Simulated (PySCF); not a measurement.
## Ba: atomic calculation

Ba, configuration 1s2 2s2 2p6 3s2 3p6 3d10 4s2 4p6 4d10 5s2 5p6 6s1 7s1, multiplicity 3. Computed at this level: unrestricted LDA, ANO-RCC-VTZP, spin-free X2C-1e, Gaussian nucleus (PySCF).

Input file:
```python
from pyscf import gto, scf, dft, mp, cc
import basis_set_exchange as bse
mol = gto.M(atom="Ba 0 0 0", charge=0, spin=2, symmetry="D2h",
            basis=gto.basis.parse(bse.get_basis("ANO-RCC-VTZP", elements=["Ba"], fmt="nwchem")),
            nucmod="G")
mf = dft.UKS(mol, xc="LDA,VWN").sfx2c1e()
mf.irrep_nelec = {'Ag': (11, 9), 'B1g': (2, 2), 'B2g': (2, 2), 'B3g': (2, 2), 'B1u': (4, 4), 'B2u': (4, 4), 'B3u': (4, 4)}
mf.kernel()
```

The script is an equivalent of what the driver set up; the driver started from orbitals of its own, so the log can be shorter than this script's would be, and it computed the properties (radii, ⟨L²⟩, response) afterwards. It held the occupations shell by shell, which the script's counts by irreducible representation don't always enforce.

Log (extracts):
```
damping factor = 0
level_shift factor = 0
DIIS = <class 'pyscf.scf.diis.CDIIS'>
diis_start_cycle = 1
diis_space = 10
diis_damp = 0
SCF conv_tol = 1e-09
SCF conv_tol_grad = None
number electrons alpha = 29  beta = 27
XC functionals = LDA,VWN
    P. A. M. Dirac.,  Math. Proc. Cambridge Philos. Soc. 26, 376 (1930)
    F. Bloch.,  Z. Phys. 57, 545 (1929)
    S. H. Vosko, L. Wilk, and M. Nusair.,  Can. J. Phys. 58, 1200 (1980)
cycle= 1 E= -8127.25427218763  delta_E= -0.00838  |g|= 0.0297  |ddm|= 0.122
cycle= 2 E= -8127.25454371862  delta_E= -0.000272  |g|= 0.0221  |ddm|= 0.0384
cycle= 3 E= -8127.25471508454  delta_E= -0.000171  |g|= 0.000932  |ddm|= 0.013
cycle= 4 E= -8127.25471545061  delta_E= -3.66e-07  |g|= 2.96e-05  |ddm|= 0.000781
cycle= 5 E= -8127.25471545114  delta_E= -5.29e-10  |g|= 2.07e-07  |ddm|= 2.95e-05
converged SCF energy = -8127.25471545114  <S^2> = 2.0001558  2S+1 = 3.0001039
```

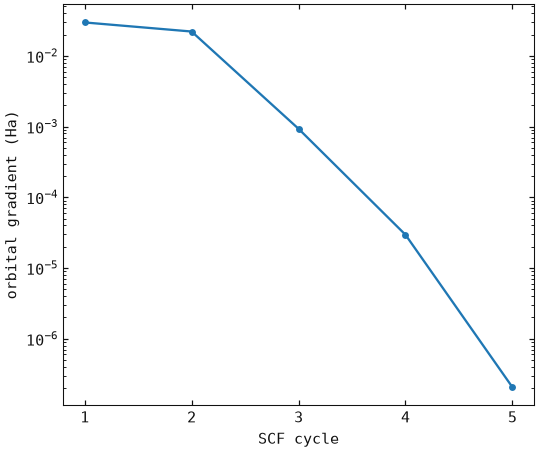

Fig. 1: Convergence: orbital gradient against the SCF cycle. The residual falls at every step. It goes from 0.030 to 2.1×10⁻⁷ in 5 steps.

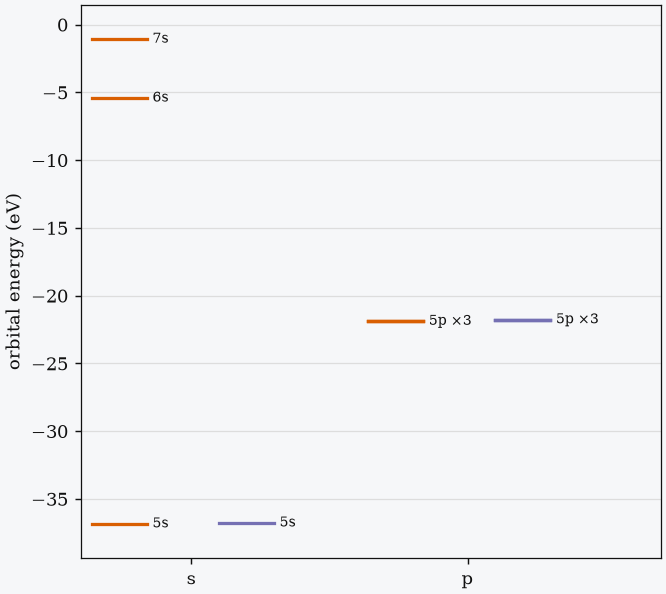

Fig. 2: Orbital energies of the mean field, from the top down to −36.8 eV, by angular momentum, α spin at the left of each column and β at the right; ×n counts the orbitals under one label. Empty levels that the record names by l alone aren't drawn. The highest filled orbital is 7s α at −1.08 eV, the lowest empty one s β at −4.81 eV.

Summary:

| quantity | value |
| --- | --- |
| outcome | converged |
| total energy | −8127.2547 hartree |
| ⟨S²⟩ | 2.000 |
| SCF iterations | 5 |
| hardware | 1 CPU thread, shared host |

Notes:

The driver held the occupations shell by shell, and empty d and p levels lie below the filled 7s. The script shown fixes the counts by irreducible representation only, so by itself it can fall to another configuration. This is not the ground configuration of the species.
